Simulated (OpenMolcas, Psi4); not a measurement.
**Predicting a hybrid from its neighbours: InNH4**

InNH4 has 6 atoms, charge 0, and is taken as a singlet. As SMILES, `[NH2][InH2]`. The shape is that of a PBE0-D4/def2-TZVP optimisation.

The HOMO–LUMO gap y, in eV, basis def2-SVP with a core potential; a is the functional's share of exact exchange. Programs: OpenMolcas 26.06, Psi4 1.11.

| functional | program | a | y (eV) |
| --- | --- | --- | --- |
| BLYP | Psi4 | 0 | 3.79 |
| r2SCAN | OpenMolcas | 0 | 4.36 |
| TPSSh | OpenMolcas | 0.1 | 4.83 |
| B3LYP | OpenMolcas | 0.2 | ? |
| PBE0 | OpenMolcas | 0.25 | 5.84 |
| BHLYP | OpenMolcas | 0.5 | 7.70 |

Fit y = c + s·a to the known rows and predict B3LYP.


1. Means of the 5 rows: a = 0.1700, y = 5.304.
2. Σ(Δa)² = 0.178, Σ(Δa·Δy) = 1.2846, so the slope is 1.2846/0.178 = 7.2169.
3. Intercept: 5.304 − (7.2169) × 0.1700 = 4.077. The largest residual of the fit is 0.29.
4. B3LYP: 4.077 + (7.2169) × 0.2 = 5.52 eV.

The run gave 5.35 eV, so the prediction is off by +0.17 eV, within the largest residual. Exact exchange lowers occupied levels and raises empty ones. The rows mix families of semi-local functionals, which the line can't see.

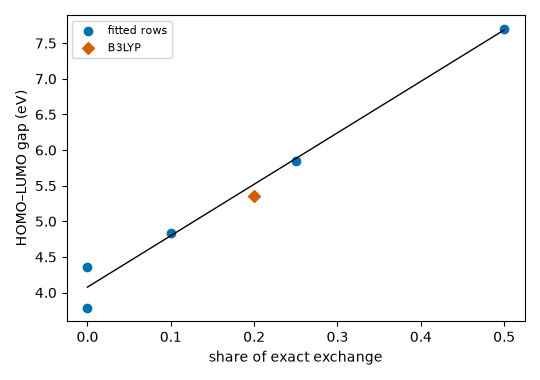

The fitted line, with the withheld row.
